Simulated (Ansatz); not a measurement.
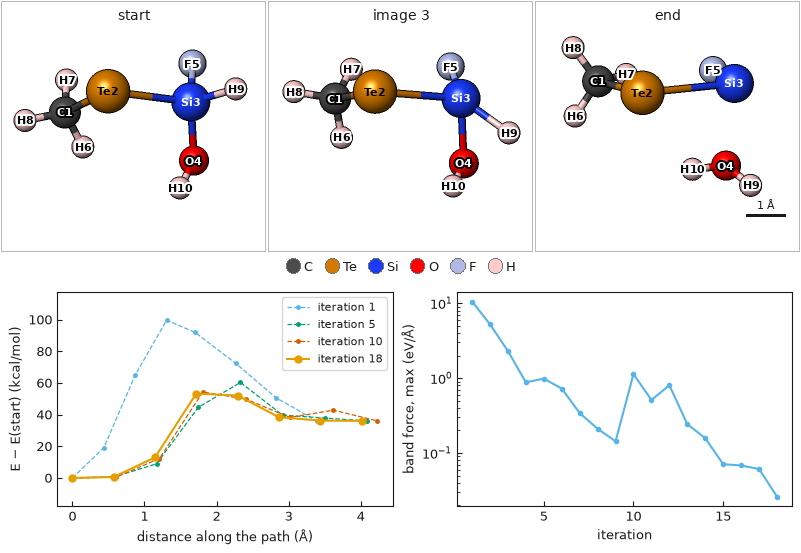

NEB run on CH$_{5}$FOSiTe. Images are numbered from 0 (start) to 7 (end). The plot follows the band through its iterations. Style: ball-and-stick. Shown face on.

Theory: Ansatz, RKS BLYP-D4/def2-SVP. Run with 6 movable images; no climbing image; force threshold 0.05 eV/Å; iteration limit 60; starting path through a guess of the saddle point.

Q: How did the profile develop, and is the result final?

A: The run is converged, with reservations. The band converged in 18 iterations. The largest component of the band force went from 11 to 0.026 eV/Å. No image climbed, so the highest image needn't lie on the saddle point, and the true maximum along this path can be higher. The first iteration put the highest image at 99.7 kcal/mol. Forward barrier 53.3 kcal/mol, backward barrier 17.3 kcal/mol, with image 3 at the top; the reaction energy is +36.0 kcal/mol.

Cost: 3.6 min on 2 threads of Arm Neoverse V2 (shared host), peak memory 0.15 GiB.
